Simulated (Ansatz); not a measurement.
```yaml
atoms:
  - { symbol: H, position_ang: [-0.1923, 0.4687, -1.4659] }
  - { symbol: C, position_ang: [0.2175, -0.5126, -1.1976] }
  - { symbol: O, position_ang: [-0.2773, -0.9636, 0.0613] }
  - { symbol: Si, position_ang: [-0.0982, -0.0965, 1.4937] }
  - { symbol: H, position_ang: [-0.7421, 2.3091, -1.4887] }
  - { symbol: H, position_ang: [-0.0851, -1.2454, -1.9729] }
  - { symbol: H, position_ang: [1.3306, -0.4350, -1.2040] }
  - { symbol: H, position_ang: [-0.7899, 1.2409, 1.4096] }
  - { symbol: H, position_ang: [1.3550, 0.1638, 1.7971] }
  - { symbol: H, position_ang: [-0.7184, -0.9292, 2.5673] }
```

Not at a stationary point (largest force 0.8 eV/Å).

Theory: Ansatz 0.2.0, UKS BLYP-D4/def2-SVP.

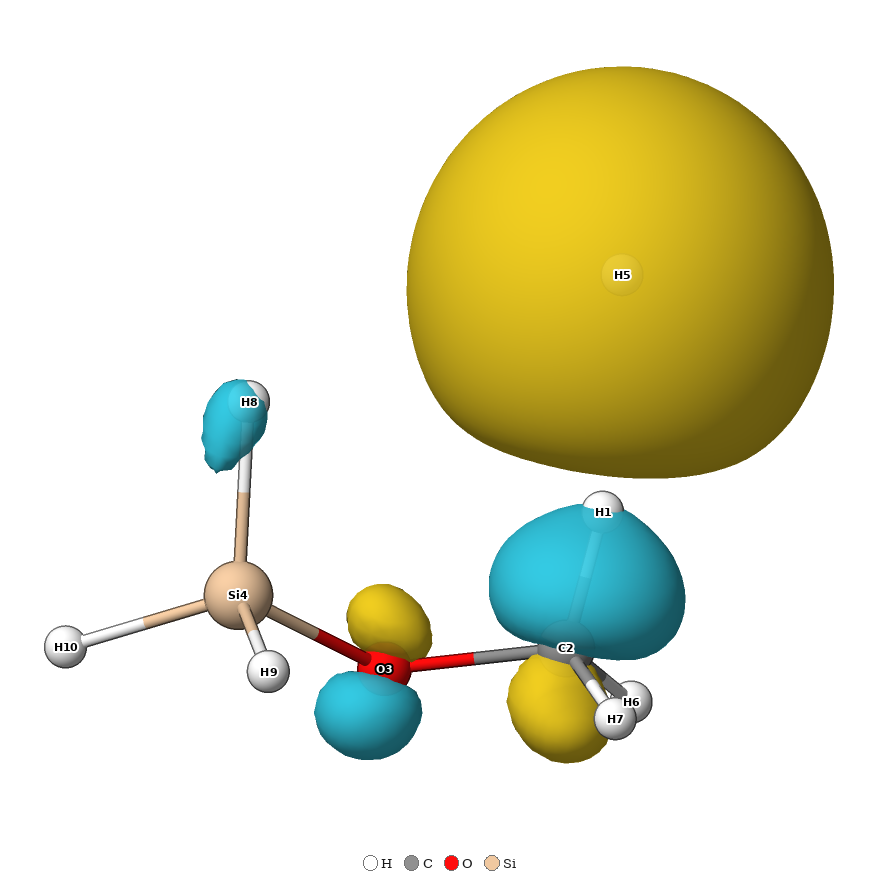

CH6OSi···H (doublet). The LUMO (β) at ±0.08 Å⁻³ᐟ² (yellow and cyan are the two phases), seen at a tilt.

Where does this orbital lie, and at what energy?

Answer. It lies mainly on H5 (about 80 %) and H1 (about 5 %). Its energy is −3.19 eV.
